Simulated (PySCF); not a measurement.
**Os(NH3)4: how settings move a single point**

Which settings matter for Os(NH3)4? Each run alters one on purpose. The species was built from a template and needn't be a known compound.

The runs use PySCF 2.14.0; r2SCAN, Os def2-SVP with ECP60, N def2-SVP, H def2-SVP; scalar-relativistic core potentials, no spin–orbit coupling.

3 further runs of the same task are left out: 2 for a known fault of the program, 1 set aside as unsound or not needed. Runs told in other sessions of the task aren't counted.

## Step 1: The system as given

17 atoms, charge 0, spin multiplicity 1.

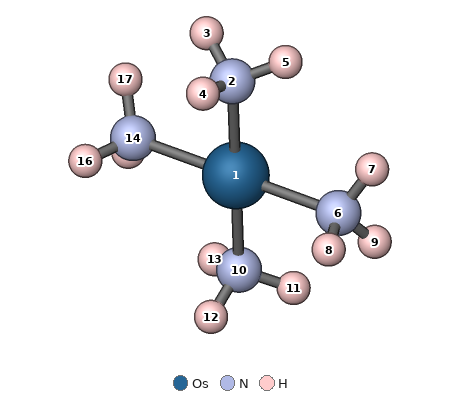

The structure; osmium blue, nitrogen light blue, hydrogen pink; atoms are numbered from 1 in the order of the file.

Geometry (Å):

```xyz
17
charge 0, multiplicity 1
Os    0.00000    0.00000    0.00152
N     2.11298    0.00205   -0.00202
H     2.53657   -0.80864    0.47850
H     2.50303    0.00132   -0.95804
H     2.53572    0.81420    0.47701
N    -0.00205    2.11298   -0.00202
H     0.80864    2.53657    0.47850
H    -0.00132    2.50303   -0.95804
H    -0.81420    2.53572    0.47701
N    -2.11298   -0.00205   -0.00202
H    -2.53657    0.80864    0.47850
H    -2.50303   -0.00132   -0.95804
H    -2.53572   -0.81420    0.47701
N     0.00205   -2.11298   -0.00202
H    -0.80864   -2.53657    0.47850
H     0.00132   -2.50303   -0.95804
H     0.81420   -2.53572    0.47701
```

Formal oxidation states: Os +0. An earlier session relaxed this geometry at r2SCAN, Os def2-SVP with ECP60, N def2-SVP, H def2-SVP (singlet, point group C4v).

The sound run used a (50, 194) grid (finer on f atoms), a threshold of 1e-8 and at most 55 cycles, and ended at -316.606289 Eh.

## Step 2: Try 1

Contents of run.py (the lines that set the calculation):

```python
mol = gto.M(atom='''
Os     0.00000     0.00000     0.00170
N      2.36654     0.00229    -0.00226
H      2.84096    -0.90568     0.53592
H      2.80339     0.00148    -1.07301
H      2.84000     0.91190     0.53425
N     -0.00229     2.36654    -0.00226
H      0.90568     2.84096     0.53592
H     -0.00148     2.80339    -1.07301
H     -0.91190     2.84000     0.53425
N     -2.36654    -0.00229    -0.00226
H     -2.84096     0.90568     0.53592
H     -2.80339    -0.00148    -1.07301
H     -2.84000    -0.91190     0.53425
N      0.00229    -2.36654    -0.00226
H     -0.90568    -2.84096     0.53592
H      0.00148    -2.80339    -1.07301
H      0.91190    -2.84000     0.53425''',
    basis={'Os': 'def2-SVP', 'N': 'def2-SVP', 'H': 'def2-SVP'},
    ecp={'Os': 'def2-SVP'},
    charge=0, spin=0)
mf = dft.RKS(mol, xc='R2SCAN')
mf.grids.atom_grid = (50, 194)
mf = mf.density_fit()  # fitting sets: Os def2-universal-JKFIT, N def2-universal-JKFIT, H def2-universal-JKFIT
mf.conv_tol = 1e-08; mf.max_cycle = 55
mf.kernel(dm0)  # dm0: free metal ions and neutral atoms
```

On the command line:

```sh
> OMP_NUM_THREADS=4 python run.py
```

Output:

```text
init E= -315.673773992383
  HOMO = -0.2135004691629  LUMO = -0.108008753468985  gap/eV = 2.87058
cycle= 1 E= -316.044275012696  delta_E= -0.371  |g|=  1.1  |ddm|= 3.65
  HOMO = 0.0853952265726399  LUMO = 0.113681883364622  gap/eV = 0.76972
cycle= 2 E= -307.33434989035  delta_E= 8.71  |g|= 3.36  |ddm|=   12
  HOMO = -0.157829459014684  LUMO = -0.0601031580751155  gap/eV = 2.65927
cycle= 3 E= -316.01366278636  delta_E= -8.68  |g|= 1.22  |ddm|= 11.9
  HOMO = -0.15830193779639  LUMO = -0.0638434846332441  gap/eV = 2.57035
cycle= 4 E= -316.068404823338  delta_E= -0.0547  |g|= 1.13  |ddm|= 0.129
  HOMO = -0.13318913850751  LUMO = -0.0339870081146815  gap/eV = 2.69943
cycle= 5 E= -316.215173177339  delta_E= -0.147  |g|= 0.871  |ddm|= 0.413
  HOMO = -0.0203923026981663  LUMO = 0.00727372623839394  gap/eV = 0.75283
cycle= 6 E= -316.38726085707  delta_E= -0.172  |g|= 0.451  |ddm|= 2.75
  HOMO = -0.0343961893160805  LUMO = -0.00151408089441318  gap/eV = 0.89477
cycle= 7 E= -316.439664513289  delta_E= -0.0524  |g|= 0.195  |ddm|= 0.84
  HOMO = -0.0498470728881357  LUMO = -0.00737164954393954  gap/eV = 1.15582
cycle= 8 E= -316.452435762343  delta_E= -0.0128  |g|= 0.0305  |ddm|= 0.629
  HOMO = -0.0472788116883006  LUMO = -0.00660642566198  gap/eV = 1.10675
cycle= 9 E= -316.45272709329  delta_E= -0.000291  |g|= 0.00254  |ddm|= 0.0843
  HOMO = -0.0474059017461911  LUMO = -0.00667244391558874  gap/eV = 1.10841
cycle= 10 E= -316.452727564455  delta_E= -4.71e-07  |g|= 0.00196  |ddm|= 0.00869
  HOMO = -0.0472776864977433  LUMO = -0.00661880240614821  gap/eV = 1.10638
cycle= 11 E= -316.452728742743  delta_E= -1.18e-06  |g|= 0.000296  |ddm|= 0.00403
  HOMO = -0.0472637239207774  LUMO = -0.00661126324568251  gap/eV = 1.10621
cycle= 12 E= -316.452728766027  delta_E= -2.33e-08  |g|= 0.000123  |ddm|= 0.000478
  HOMO = -0.047253723533523  LUMO = -0.00660738979012265  gap/eV = 1.10604
cycle= 13 E= -316.452728771257  delta_E= -5.23e-09  |g|= 2.99e-06  |ddm|= 0.000352
  HOMO = -0.0472531176868369  LUMO = -0.00660713912716027  gap/eV = 1.10603
Extra cycle  E= -316.45272877124  delta_E= 1.73e-11  |g|= 7.78e-06  |ddm|= 1.98e-05
converged SCF energy = -316.45272877124
```

Run time: 10 s. Hardware: 4 threads of Arm Neoverse V2, shared host.

Changed: the scale of all coordinates (1.12). It converges in 13 cycles, +4.179 eV from the sound run, with a largest force component of 3.24 eV/Å. The setting is unsound, so these numbers aren't the compound's.

## Step 3: Try 2

Contents of run.py (the lines that set the calculation):

```python
mol = gto.M(atom='''
Os     0.00000     0.00000     0.00152
N      2.11298     0.00205    -0.00202
H      2.53657    -0.80864     0.47850
H      2.50303     0.00132    -0.95804
H      2.53572     0.81420     0.47701
N     -0.00205     2.11298    -0.00202
H      0.80864     2.53657     0.47850
H     -0.00132     2.50303    -0.95804
H     -0.81420     2.53572     0.47701
N     -2.11298    -0.00205    -0.00202
H     -2.53657     0.80864     0.47850
H     -2.50303    -0.00132    -0.95804
H     -2.53572    -0.81420     0.47701
N      0.00205    -2.11298    -0.00202
H     -0.80864    -2.53657     0.47850
H      0.00132    -2.50303    -0.95804
H      0.81420    -2.53572     0.47701''',
    basis={'Os': 'def2-SVP', 'N': 'def2-SVP', 'H': 'def2-SVP'},
    ecp={'Os': 'def2-SVP'},
    charge=0, spin=12)
mf = dft.UKS(mol, xc='R2SCAN')
mf.grids.atom_grid = (50, 194)
mf = mf.density_fit()  # fitting sets: Os def2-universal-JKFIT, N def2-universal-JKFIT, H def2-universal-JKFIT
mf.conv_tol = 1e-08; mf.max_cycle = 70
mf.kernel(dm0)  # dm0: free metal ions and neutral atoms
```

On the command line:

```sh
> OMP_NUM_THREADS=4 python run.py
```

Output:

```text
init E= -317.327563117346
cycle= 1 E= -315.415602398636  delta_E= 1.91  |g|= 0.416  |ddm|= 5.64
cycle= 2 E= -315.159518698235  delta_E= 0.256  |g|= 0.788  |ddm|= 5.81
cycle= 3 E= -315.518516215421  delta_E= -0.359  |g|= 0.0891  |ddm|= 5.73
cycle= 4 E= -315.519133558591  delta_E= -0.000617  |g|= 0.117  |ddm|= 4.99
cycle= 5 E= -315.525773968022  delta_E= -0.00664  |g|= 0.0543  |ddm|= 0.473
cycle= 6 E= -315.527528748782  delta_E= -0.00175  |g|= 0.0249  |ddm|= 0.238
cycle= 7 E= -315.527980690537  delta_E= -0.000452  |g|= 0.00252  |ddm|= 0.189
cycle= 8 E= -315.527984605644  delta_E= -3.92e-06  |g|= 0.000978  |ddm|= 0.0189
cycle= 9 E= -315.527985158246  delta_E= -5.53e-07  |g|= 0.000658  |ddm|= 0.00787
cycle= 10 E= -315.52798537423  delta_E= -2.16e-07  |g|= 0.000141  |ddm|= 0.00213
cycle= 11 E= -315.527985388638  delta_E= -1.44e-08  |g|= 6.34e-05  |ddm|= 0.000528
cycle= 12 E= -315.527985391329  delta_E= -2.69e-09  |g|= 6.94e-06  |ddm|= 0.000423
Extra cycle  E= -315.527985391255  delta_E= 7.41e-11  |g|= 1.3e-05  |ddm|= 0.000104
converged SCF energy = -315.527985391255  <S^2> = 42.01089  2S+1 = 13.001675
```

It took 17 s on 4 threads of Arm Neoverse V2, shared host.

Changed: the spin (12 unpaired electrons); the cycle limit is 70. It converges in 12 cycles, +29.342 eV from the sound run, with a largest force component of 6.43 eV/Å. The setting is unsound, so these numbers aren't the compound's.

## Step 4: Try 3

Changes to run.py (the lines that set the calculation) since step 3:

```diff
@@ -20,7 +20,7 @@
     ecp={'Os': 'def2-SVP'},
-    charge=0, spin=12)
-mf = dft.UKS(mol, xc='R2SCAN')
-mf.grids.atom_grid = (50, 194)
+    charge=0, spin=0)
+mf = dft.RKS(mol, xc='R2SCAN')
+mf.grids.atom_grid = (30, 86)
 mf = mf.density_fit()  # fitting sets: Os def2-universal-JKFIT, N def2-universal-JKFIT, H def2-universal-JKFIT
-mf.conv_tol = 1e-08; mf.max_cycle = 70
+mf.conv_tol = 1e-08; mf.max_cycle = 55
 mf.kernel(dm0)  # dm0: free metal ions and neutral atoms
```

On the command line:

```sh
> OMP_NUM_THREADS=4 python run.py
```

Output:

```text
init E= -316.729070868696
  HOMO = -0.216188020376847  LUMO = -0.0376174923231522  gap/eV = 4.85915
cycle= 1 E= -316.181709964017  delta_E= 0.547  |g|= 1.21  |ddm|= 3.95
  HOMO = 0.147756559073226  LUMO = 0.155172059406323  gap/eV = 0.20179
cycle= 2 E= -307.811919998958  delta_E= 8.37  |g|= 3.75  |ddm|= 15.8
  HOMO = -0.144780404693177  LUMO = 0.00956771146497459  gap/eV = 4.20003
cycle= 3 E= -316.297703720598  delta_E= -8.49  |g|= 1.09  |ddm|= 15.7
  HOMO = -0.121667142419694  LUMO = 0.00486947651450897  gap/eV = 3.44324
cycle= 4 E= -316.453105500054  delta_E= -0.155  |g|= 0.739  |ddm|= 0.514
  HOMO = -0.0417589111682909  LUMO = 0.0283826872765403  gap/eV = 1.90865
cycle= 5 E= -316.596199835861  delta_E= -0.143  |g|= 0.239  |ddm|= 1.54
  HOMO = -0.020835108217804  LUMO = 0.0332375041240773  gap/eV = 1.47139
cycle= 6 E= -316.607670130688  delta_E= -0.0115  |g|= 0.108  |ddm|= 0.847
  HOMO = -0.030582256875554  LUMO = 0.0292298774893798  gap/eV = 1.62757
cycle= 7 E= -316.610538826419  delta_E= -0.00287  |g|= 0.0352  |ddm|= 0.342
  HOMO = -0.0307035869820573  LUMO = 0.0293648366245147  gap/eV = 1.63455
cycle= 8 E= -316.610860767776  delta_E= -0.000322  |g|= 0.00555  |ddm|= 0.0735
  HOMO = -0.029950690046464  LUMO = 0.029585086831279  gap/eV = 1.62005
cycle= 9 E= -316.610869774426  delta_E= -9.01e-06  |g|= 0.00146  |ddm|= 0.0233
  HOMO = -0.0300748745182588  LUMO = 0.0295398038541901  gap/eV = 1.62220
cycle= 10 E= -316.610870385891  delta_E= -6.11e-07  |g|= 0.000219  |ddm|= 0.0039
  HOMO = -0.0300998179815029  LUMO = 0.0295272009551812  gap/eV = 1.62253
cycle= 11 E= -316.610870399294  delta_E= -1.34e-08  |g|= 6.11e-06  |ddm|= 0.000597
  HOMO = -0.030100462200512  LUMO = 0.0295266335460074  gap/eV = 1.62254
cycle= 12 E= -316.610870399302  delta_E= -8.64e-12  |g|= 1.45e-06  |ddm|= 1.19e-05
  HOMO = -0.0301009395833307  LUMO = 0.0295264992975746  gap/eV = 1.62255
Extra cycle  E= -316.6108703993  delta_E= 1.82e-12  |g|= 4.05e-06  |ddm|= 1.24e-05
converged SCF energy = -316.6108703993
```

Run time: 5.5 s. Hardware: 4 threads of Arm Neoverse V2, shared host.

Changed: the integration grid, to (30, 86). It converges in 12 cycles, -0.125 eV from the sound run, with a largest force component of 0.24 eV/Å. The setting is unsound, so these numbers aren't the compound's.

## Step 5: Try 4

Changes to run.py (the lines that set the calculation) since step 4:

```diff
@@ -22,5 +22,5 @@
 mf = dft.RKS(mol, xc='R2SCAN')
-mf.grids.atom_grid = (30, 86)
+mf.grids.atom_grid = (50, 194)
 mf = mf.density_fit()  # fitting sets: Os def2-universal-JKFIT, N def2-universal-JKFIT, H def2-universal-JKFIT
 mf.conv_tol = 1e-08; mf.max_cycle = 55
-mf.kernel(dm0)  # dm0: free metal ions and neutral atoms
+mf.kernel(dm0)  # dm0: smeared density
```

On the command line:

```sh
> OMP_NUM_THREADS=4 python run.py
```

Output:

```text
init E= -316.491439374622
  HOMO = -0.0881422267480245  LUMO = 0.00591686098026045  gap/eV = 2.55948
cycle= 1 E= -316.535942777838  delta_E= -0.0445  |g|= 0.495  |ddm|= 1.48
  HOMO = 0.0787750813687822  LUMO = 0.0952292919215798  gap/eV = 0.44774
cycle= 2 E= -310.946715218029  delta_E= 5.59  |g|= 3.38  |ddm|= 11.1
  HOMO = -0.0494363230341262  LUMO = 0.0242722105516542  gap/eV = 2.00571
cycle= 3 E= -316.594604419673  delta_E= -5.65  |g|= 0.193  |ddm|=   11
  HOMO = -0.0309060085509091  LUMO = 0.0302858503883439  gap/eV = 1.66512
cycle= 4 E= -316.604337244119  delta_E= -0.00973  |g|= 0.0873  |ddm|= 0.572
  HOMO = -0.0303701526846278  LUMO = 0.0304410125468273  gap/eV = 1.65476
cycle= 5 E= -316.6059257981  delta_E= -0.00159  |g|= 0.0382  |ddm|= 0.191
  HOMO = -0.0302260133784743  LUMO = 0.0301541348211245  gap/eV = 1.64303
cycle= 6 E= -316.606269678772  delta_E= -0.000344  |g|= 0.00841  |ddm|= 0.0739
  HOMO = -0.0300398879393834  LUMO = 0.030122938759261  gap/eV = 1.63711
cycle= 7 E= -316.606284733509  delta_E= -1.51e-05  |g|= 0.00416  |ddm|= 0.0193
  HOMO = -0.0301109454476464  LUMO = 0.0299852248812691  gap/eV = 1.63530
cycle= 8 E= -316.60628853691  delta_E= -3.8e-06  |g|= 0.000817  |ddm|= 0.00469
  HOMO = -0.0300087079682796  LUMO = 0.0300275356566058  gap/eV = 1.63367
cycle= 9 E= -316.60628873262  delta_E= -1.96e-07  |g|= 0.000116  |ddm|= 0.00263
  HOMO = -0.0300167847098656  LUMO = 0.0300252402465286  gap/eV = 1.63383
cycle= 10 E= -316.606288736671  delta_E= -4.05e-09  |g|= 1.64e-05  |ddm|= 0.000427
  HOMO = -0.0300238472719261  LUMO = 0.0300225306380728  gap/eV = 1.63395
Extra cycle  E= -316.606288735765  delta_E= 9.06e-10  |g|= 5.98e-05  |ddm|= 0.000207
converged SCF energy = -316.606288735765
```

Run time: 9.1 s. Hardware: 4 threads of Arm Neoverse V2, shared host.

Changed: the starting guess (smeared density). It converges in 10 cycles, at the sound run's energy within 0.001 eV, with a largest force component of 0.00 eV/Å. The result survives the change.

## Step 6: Try 5

Changes to run.py (the lines that set the calculation) since step 5:

```diff
@@ -22,5 +22,5 @@
 mf = dft.RKS(mol, xc='R2SCAN')
-mf.grids.atom_grid = (50, 194)
+mf.grids.atom_grid = (10, 14)
 mf = mf.density_fit()  # fitting sets: Os def2-universal-JKFIT, N def2-universal-JKFIT, H def2-universal-JKFIT
 mf.conv_tol = 1e-08; mf.max_cycle = 55
-mf.kernel(dm0)  # dm0: smeared density
+mf.kernel(dm0)  # dm0: free metal ions and neutral atoms
```

On the command line:

```sh
> OMP_NUM_THREADS=4 python run.py
```

Output:

```text
init E= -316.719604587629
  HOMO = -0.234121816630281  LUMO = -0.0411483388756813  gap/eV = 5.25108
cycle= 1 E= -316.370315465122  delta_E= 0.349  |g|= 1.23  |ddm|= 4.67
  HOMO = 0.148655443213347  LUMO = 0.152181794515838  gap/eV = 0.09596
cycle= 2 E= -308.005780186287  delta_E= 8.36  |g|= 3.76  |ddm|= 16.4
  HOMO = -0.168506731981804  LUMO = -0.0106437528583729  gap/eV = 4.29567
cycle= 3 E= -316.501691455618  delta_E= -8.5  |g|=  1.1  |ddm|= 16.2
  HOMO = -0.147804827795609  LUMO = -0.0118954781943703  gap/eV = 3.69828
cycle= 4 E= -316.670134749444  delta_E= -0.168  |g|= 0.736  |ddm|= 0.769
  HOMO = -0.090696298636372  LUMO = 0.0142894595408011  gap/eV = 2.85681
cycle= 5 E= -316.798866522599  delta_E= -0.129  |g|= 0.372  |ddm|= 2.53
  HOMO = -0.0773847379607844  LUMO = 0.0248595983994427  gap/eV = 2.78221
cycle= 6 E= -316.834240939325  delta_E= -0.0354  |g|= 0.118  |ddm|= 1.65
  HOMO = -0.0745871686915258  LUMO = 0.0248723083457035  gap/eV = 2.70643
cycle= 7 E= -316.836663931358  delta_E= -0.00242  |g|= 0.0751  |ddm|= 0.569
  HOMO = -0.075549868648789  LUMO = 0.0247776421656421  gap/eV = 2.73005
cycle= 8 E= -316.838104292523  delta_E= -0.00144  |g|= 0.00481  |ddm|= 0.196
  HOMO = -0.0756251378124784  LUMO = 0.024469176864696  gap/eV = 2.72371
cycle= 9 E= -316.838118324099  delta_E= -1.4e-05  |g|= 0.00235  |ddm|= 0.0661
  HOMO = -0.0758306096779631  LUMO = 0.0243429949118372  gap/eV = 2.72586
cycle= 10 E= -316.838119957714  delta_E= -1.63e-06  |g|= 0.000815  |ddm|= 0.00989
  HOMO = -0.0758063171880998  LUMO = 0.0243428408718658  gap/eV = 2.72520
cycle= 11 E= -316.838120147238  delta_E= -1.9e-07  |g|= 0.000326  |ddm|= 0.00318
  HOMO = -0.0757856106591408  LUMO = 0.02435333858681  gap/eV = 2.72492
cycle= 12 E= -316.838120181251  delta_E= -3.4e-08  |g|= 3.69e-05  |ddm|= 0.00151
  HOMO = -0.0757861052023454  LUMO = 0.0243537009397414  gap/eV = 2.72494
cycle= 13 E= -316.838120181978  delta_E= -7.27e-10  |g|= 1.2e-05  |ddm|= 0.000375
  HOMO = -0.0757856504208867  LUMO = 0.0243538450558822  gap/eV = 2.72493
Extra cycle  E= -316.838120181752  delta_E= 2.26e-10  |g|= 3.19e-05  |ddm|= 0.000152
converged SCF energy = -316.838120181752
```

Run time: 3.6 s. Hardware: 4 threads of Arm Neoverse V2, shared host.

Changed: the integration grid, to (10, 14). It converges in 13 cycles, -6.308 eV from the sound run, with a largest force component of 5.85 eV/Å. The setting is unsound, so these numbers aren't the compound's.

## Step 7: Results

| run | changed | ending | energy change (eV) | cycles | time | usable |
| --- | --- | --- | --- | --- | --- | --- |
| 1 | the scale of all coordinates | converged | +4.179 | 13 | 10 s | no |
| 2 | the spin | converged | +29.342 | 12 | 17 s | no |
| 3 | the integration grid | converged | -0.125 | 12 | 5.5 s | no |
| 4 | the starting guess | converged | 0.000 | 10 | 9.1 s | yes |
| 5 | the integration grid | converged | -6.308 | 13 | 3.6 s | no |

1 of 5 altered runs gives a usable result. 4 ended normally with numbers unfit to quote.
